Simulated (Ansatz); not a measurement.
# CH3BClGa: reading failed and doubtful runs

3 inputs were typed for CH3BClGa. Each is run as it stands; the log then has to tell whether the result can be used.

The runs use Ansatz 0.2.0, Gaussian basis; the settings change from run to run.

### 1 The geometry

The structure was relaxed beforehand with PBE0-D4 in a triple-zeta def2 set.

7 atoms, charge 0, spin multiplicity 1.

Atoms are counted from 1 here; the program's logs count them from 0.

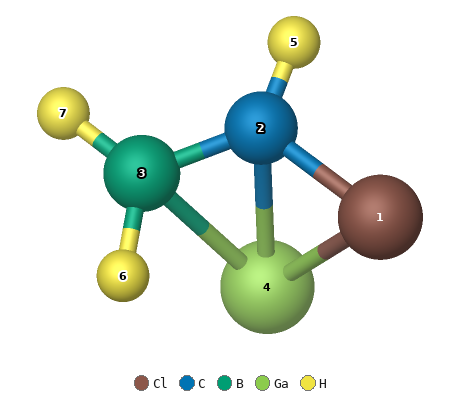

The structure; chlorine brown, carbon blue, boron teal, gallium green, hydrogen yellow; atoms are numbered from 1 in the order of the file.

Geometry (Å):

```xyz
7

Cl   -1.7357   -1.0281   -0.3344
C     0.0053   -0.7774   -0.0845
B     0.5165    0.3974    0.6063
Ga   -0.7126    1.0989   -1.3896
H     0.5507   -1.5884   -0.5501
H    -0.2570    1.2552    0.9870
H     1.6941    0.5743    0.7194
```

### 2 Attempt 1

Input file in.yaml:

```yaml
crystal:
  periodic: [false, false, false]
  atoms:
    - {symbol: Cl, position_ang: [-1.735681, -1.028125, -0.334386]}
    - {symbol: C, position_ang: [0.005301, -0.777394, -0.084476]}
    - {symbol: B, position_ang: [0.516529, 0.397397, 0.606316]}
    - {symbol: Ga, position_ang: [-0.712605, 1.098940, -1.389581]}
    - {symbol: H, position_ang: [0.550667, -1.588401, -0.550111]}
    - {symbol: H, position_ang: [-0.256950, 1.255239, 0.986988]}
    - {symbol: H, position_ang: [1.694139, 0.574342, 0.719449]}
basis:
  gaussian: {orbitals: "6-31G*"}
magnetization: {spin_polarized: true, initial_magnetization: 6}
hamiltonian: {xc: {name: HF}}
correlation: {method: mp2}
```

Launch:

```sh
ansatz run in.yaml --threads 2 --pin off --events-out ev --progress --plain --max-ram 4352MiB
```

The program printed:

```text
Functional definition: HF
  name "HF"
  cite "Fock, Z. Phys. 61, 126 (1930) doi:10.1007/BF01340294"
  parent pbe
  exchange = exact_x
  correlation = 0
857 factors; integrals over basis functions are off by at most 6.2e-4 eV
mean field evaluation 1: about -66560.5433 eV, gradient 2.1e1 eV
mean field evaluation 2: about -66560.6248 eV, gradient 2.1e1 eV
mean field evaluation 4: about -66564.9939 eV, gradient 4.6e0 eV
mean field evaluation 8: about -66566.2101 eV, gradient 5.8e-1 eV
mean field evaluation 16: about -66566.2373 eV, gradient 7.4e-4 eV
mean field evaluation 32: about -66566.2299 eV, gradient 4.6e-1 eV
mean field evaluation 64: about -66565.3305 eV, gradient 4.0e-2 eV
mean field -66566.23726239 eV, -2446.2640991768 hartree, gradient 4.2e-6 eV, S^2 12.025067; 8 other end points of the search recorded, 0 dependent functions left out
16 core orbitals not correlated: weight in the atoms' cores, before any rotation towards them, 1.000 or more for the frozen orbitals, at most 0.000 for the correlated occupied ones
reference -66566.23726239 eV, -2446.2640991768 hartree; 18, 12 occupied and 56, 62 virtual orbitals, 857 factors
second order -13.80080275 eV of doubles, -0.00000000 eV of singles
Total energy: -66580.03806514 eV, -2446.7712693233 hartree
```

Run time: 4.5 s. Hardware: 2 threads of Arm Neoverse V2, shared host; peak memory 0.27 GiB.

**Diagnosis.** The run converged, but a converged run isn't a right one. The spin is set far too high for this molecule. It asks for 6 unpaired electrons; the ground state has 0. Its energy belongs to an excited spin state, not the ground state. To mend it, set initial_magnetization back to that of the ground state.

### 3 Attempt 2

Input file in.yaml:

```yaml
crystal:
  periodic: [false, false, false]
  atoms:
    - {symbol: Cl, position_ang: [-1.735681, -1.028125, -0.334386]}
    - {symbol: C, position_ang: [0.005301, -0.777394, -0.084476]}
    - {symbol: B, position_ang: [0.516529, 0.397397, 0.606316]}
    - {symbol: Ga, position_ang: [-0.712605, 1.098940, -1.389581]}
    - {symbol: H, position_ang: [0.550667, -1.588401, -0.550111]}
    - {symbol: H, position_ang: [-0.256950, 1.255239, 0.986988]}
    - {symbol: H, position_ang: [1.694139, 0.574342, 0.719449]}
basis:
  gaussian: {orbitals: cc-pVTZ}
magnetization: {spin_polarized: true, initial_magnetization: 1}
hamiltonian: {xc: {name: r2SCAN}, dispersion: d3bj}
accuracy: high
```

Same command.

The program printed:

```text
Error: a molecule whose nuclei and cores have a total charge of 62 cannot have a net charge of 0 together with 1 unpaired electrons
```

It took 0.05 s on 2 threads of Arm Neoverse V2, shared host.

What is wrong: Refused before any calculation. The number of unpaired electrons doesn't fit the electron count. To mend it, make charge and initial_magnetization agree: an even electron count takes an even number of unpaired electrons.

### 4 Attempt 3

Input file in.yaml:

```yaml
crystal:
  periodic: [false, false, false]
  atoms:
    - {symbol: Cl, position_ang: [-3.818499, -2.261874, -0.735649]}
    - {symbol: C, position_ang: [0.011662, -1.710266, -0.185848]}
    - {symbol: B, position_ang: [1.136364, 0.874274, 1.333895]}
    - {symbol: Ga, position_ang: [-1.567730, 2.417667, -3.057078]}
    - {symbol: H, position_ang: [1.211468, -3.494482, -1.210244]}
    - {symbol: H, position_ang: [-0.565291, 2.761525, 2.171374]}
    - {symbol: H, position_ang: [3.727105, 1.263553, 1.582789]}
basis:
  gaussian: {orbitals: def2-SVPD}
magnetization: {spin_polarized: true, initial_magnetization: 2}
hamiltonian: {xc: {name: B3LYP5}}
output: {forces: true}
```

Same command.

The program printed:

```text
Functional definition: B3LYP5
  name "B3LYP5"
  cite "Stephens, Devlin, Chabalowski & Frisch, J. Phys. Chem. 98, 11623 (1994) doi:10.1021/j100096a001"
  cite "Becke, Phys. Rev. A 38, 3098 (1988) doi:10.1103/PhysRevA.38.3098"
  cite "Lee, Yang & Parr, Phys. Rev. B 37, 785 (1988) doi:10.1103/PhysRevB.37.785"
  cite "Vosko, Wilk & Nusair, Can. J. Phys. 58, 1200 (1980) doi:10.1139/p80-159"
  parameter a0 = 0.2
  parameter ax = 0.72
  parameter ac = 0.81
  exchange = (1 - a0 - ax)*slater_x + ax*b88_x + a0*exact_x
  correlation = (1 - ac)*vwn5_c + ac*lyp_c
1244 factors; integrals over basis functions are off by at most 7.0e-4 eV
mean field evaluation 1: about -66618.6151 eV, gradient 2.4e1 eV
mean field evaluation 2: about -66354.2672 eV, gradient 1.1e2 eV
mean field evaluation 4: about -66336.3028 eV, gradient 9.9e1 eV
mean field evaluation 8: about -66624.6185 eV, gradient 1.5e0 eV
mean field evaluation 16: about -66625.2950 eV, gradient 2.4e-1 eV
mean field evaluation 32: about -66625.3072 eV, gradient 5.0e-6 eV
mean field evaluation 64: about -66623.3032 eV, gradient 1.2e1 eV
mean field evaluation 96: about -66621.8972 eV, gradient 1.1e1 eV
mean field evaluation 128: about -66618.3616 eV, gradient 2.1e1 eV
mean field evaluation 160: about -66624.9866 eV, gradient 4.3e0 eV
mean field evaluation 192: about -66623.4280 eV, gradient 6.4e0 eV
mean field evaluation 224: about -66624.9809 eV, gradient 3.6e0 eV
mean field evaluation 256: about -66625.3005 eV, gradient 8.9e-2 eV
Error: SIGTERM received: run cancelled behind 287 evaluations of the mean field
```

Run time: 91 s. Hardware: 2 threads of Arm Neoverse V2, shared host.

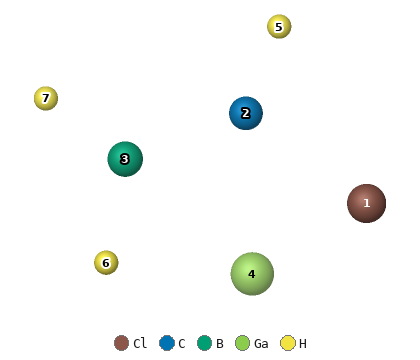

The geometry of this input.

**Diagnosis.** The run hit its time limit. The geometry is stretched to more than twice its size. The shortest distance is 2.38 Å (C2–H5), against 1.08 Å in the relaxed molecule. It also asks for charge 0 and multiplicity 3, another species or state than the molecule above. Cure: use the relaxed coordinates, and set charge and spin to those of the species named.

### 5 Summary

```csv
attempt,level,ended,cause,time
1,MP2/6-31G*,converged,the spin is set far too high for this molecule,4.5 s
2,r2SCAN/cc-pVTZ,refused,the number of unpaired electrons doesn't fit the electron count,0.05 s
3,B3LYP5/def2-SVPD,timeout,the geometry is stretched to more than twice its size,91 s
```

In words: 1 converged, 1 refused, 1 timeout. A refusal costs next to no computing time. The dangerous case is the input that converges on a wrong geometry, charge, spin, basis or grid: often only a look at the input shows it.
